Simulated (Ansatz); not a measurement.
In doubt: masses and optical values from hybrid runs of this build are listed as unsure (in some of the runs), which bears on the screening that GW takes from such a start.

Two G0W0 runs on SiO2 (Stishovite).

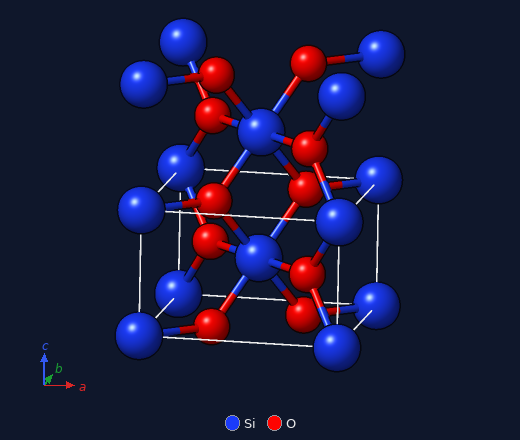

The structure (silicon blue, oxygen red). 1×1×2 cells are drawn. Some periodic images of atoms are drawn too.

```cif
data_structure
_symmetry_space_group_name_H-M 'P 1'
_symmetry_Int_Tables_number 1
_cell_length_a 4.1773
_cell_length_b 4.1773
_cell_length_c 2.6652
_cell_angle_alpha 90.000
_cell_angle_beta 90.000
_cell_angle_gamma 90.000
_cell_volume 46.51
loop_
_atom_site_label
_atom_site_type_symbol
_atom_site_fract_x
_atom_site_fract_y
_atom_site_fract_z
_atom_site_occupancy
Si1 Si 0.00000 0.00000 0.00000 1
Si2 Si 0.50000 0.50000 0.50000 1
O3 O 0.30590 0.30590 0.00000 1
O4 O 0.19410 0.80590 0.50000 1
O5 O 0.69410 0.69410 0.00000 1
O6 O 0.80590 0.19410 0.50000 1
```

The cell and positions come from the Crystallography Open Database and are kept as given unless a step says otherwise.

The first (Ansatz 0.2.0; start PBE, 6×6×8 mesh, 276 empty bands, screening to 190 eV, hard PAW files; 1 × NVIDIA H100 80GB HBM3 (shared by 3 runs) with 4 threads of AMD EPYC 7R13 (Zen 3), shared host) gave, on its mesh: starting gap 5.63 eV, G0W0 gap 8.61 eV, RPA ε∞ (mean) 3.27, 74 s.

Q: The second changes start from PBE to HSE06. What does it give?

It gave: starting gap 7.73 eV, G0W0 gap 9.42 eV, RPA ε∞ (mean) 2.88, 2.7 min. The G0W0 gap moves by +0.81 eV, +2.10 eV from the start and −1.29 eV from the correction. Σc changes by −0.44 eV at the valence top and +0.21 eV at the conduction bottom, and Σx − Vxc between them by −1.95 eV.

Limits: not at the basis limit.

[Paths, hosts, dates, memory and timing lines, banners, echoed tables and standing remarks are left out of the program output.]

[Logs are printed without paths, hosts, clocks, repeated set-up lines and the standing remarks that a program may print on its own settings, such as how far it seeks lower states.]

[Runs of the session that timed out or met a known fault of the program may be left out.]

[Cells called generated may have been cut or substituted from an entry of the Crystallography Open Database or the Materials Project.]

[Hosts, paths, dates, database ids (printed as entryN), source tags and the programs' standing remarks are cut or masked in the printed files.]
